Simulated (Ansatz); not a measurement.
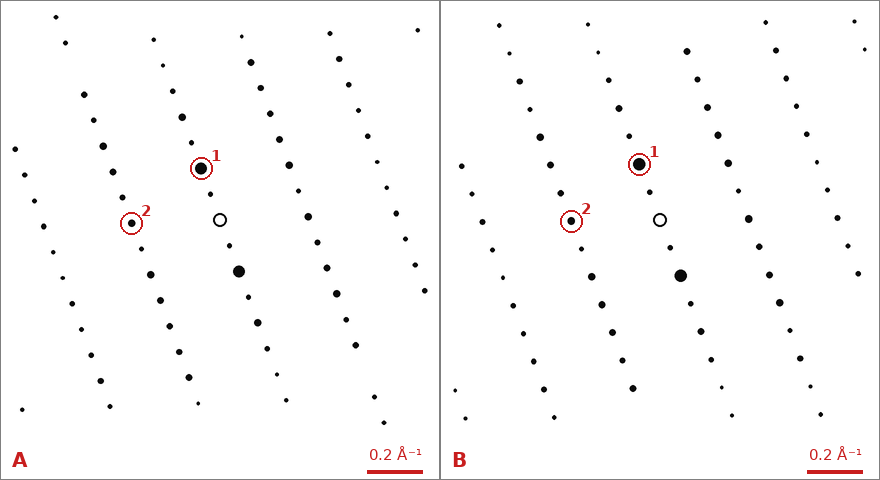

Kinematic electron diffraction patterns (300 kV, B = 0.5 Å², same scale) along [110] of the run's own cell, for the start and the end of one relaxation of Si3F2 with Ansatz, DFT PBE, scalar-relativistic, plane waves, PAW. k mesh 12×12×4. The start is a generated model structure, and the relaxation ends in the nearest stationary point of its symmetry, not necessarily the ground state. Spot 1 is 0 0 -2 and spot 2 is -1 1 -1 in both.

Start structure:

```yaml
crystal:
  lattice:
    - [3.74488, 0.00000, 0.00000]
    - [-1.87244, 3.24316, 0.00000]
    - [0.00000, 0.00000, 9.12421]
  atoms:
    - { symbol: Si, position: [0.00000, 0.00000, 0.00000] }
    - { symbol: Si, position: [0.33333, 0.66667, 0.53179] }
    - { symbol: Si, position: [0.66667, 0.33333, 0.46821] }
    - { symbol: F, position: [0.33333, 0.66667, 0.08487] }
    - { symbol: F, position: [0.66667, 0.33333, 0.91513] }
```

Q: Which pattern belongs to the start structure, and which to the relaxed one?

A: B is the start: its cell gives d(1) = 4.562 Å, d(2) = 3.056 Å and an angle of 70.4°. A is the relaxed structure, with d(1) = 4.948 Å (+8.5 %), d(2) = 3.078 Å (+0.7 %) and 71.9°.

Q: Summarise the relaxation behind the change.

A: The volume changed by +8.2 % to 23.98 Å³ an atom; with the mean shift removed, the atoms moved by up to 0.06 Å relative to the cell (F most); the space group stayed P-3m1 (No. 164); the free energy fell by 1.6 meV an atom. Relaxed cell: a = 3.740 Å, b = 3.740 Å, c = 9.896 Å, α = 90.00°, β = 90.00°, γ = 120.00°.
